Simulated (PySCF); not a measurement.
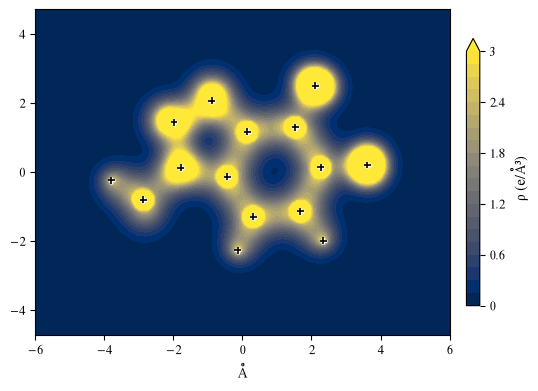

The electron density on a plane through atoms (crosses mark nuclei in the plane).

The calculation used PBE0/pcSseg-1, SCF density, gas phase, non-relativistic in PySCF 2.14.0.

Candidates:
A. C2H7FOSi2 (SMILES C=C[SiH2]O[SiH2]F)
B. C5H6N2Si (SMILES N#C[SiH2]n1cccc1)
C. C7H5F2N3 (SMILES Cn1nnc2c(F)c(F)ccc21)

> Which system is this?

Candidate C: C7H5F2N3 on the plane of atoms C1, N2 and C12, which holds C, N, F and H. N–N (1.27 Å): the density is about 3 e/Å³ at the midpoint. C–F (1.33 Å): the density is about 2.3 e/Å³ at the midpoint.
